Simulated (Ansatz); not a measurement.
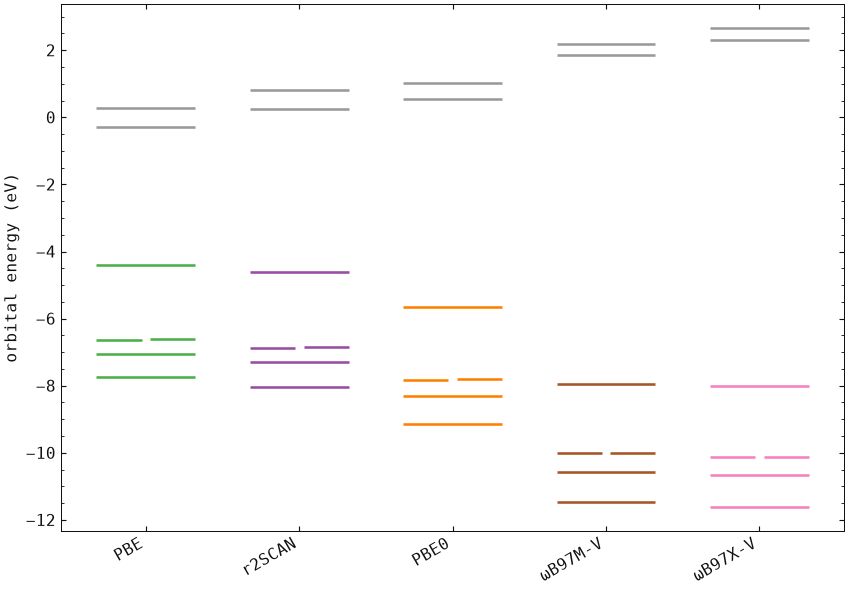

Frontier orbital energies of C₇H₁₉NSn, SMILES CC[N](CC)[Sn]([CH3])([CH3])[CH3], singlet at one geometry, def2-TZVPP, the Ansatz code, at a PBE0-D4/def2-TZVP geometry (no frequency check). Empty levels are grey, levels within 0.1 eV stand side by side; all columns show the same few orbitals around the gap.

**How do the frontier levels move from column to column?**

The separation grows from 4.12 eV (PBE) to 10.32 eV (ωB97X-V).

| level | HOMO (eV) | LUMO (eV) | separation (eV) |
| --- | --- | --- | --- |
| PBE | −4.39 | −0.28 | 4.12 |
| r2SCAN | −4.60 | 0.24 | 4.84 |
| PBE0 | −5.66 | 0.53 | 6.20 |
| ωB97M-V | −7.96 | 1.85 | 9.82 |
| ωB97X-V | −8.02 | 2.30 | 10.32 |

Caveats, for all or some of the runs: core potentials past krypton; empty levels above zero depend strongly on the basis; one conformer of a flexible molecule; spin-orbit coupling is left out, and with Sn it can shift these levels and split any degenerate set.
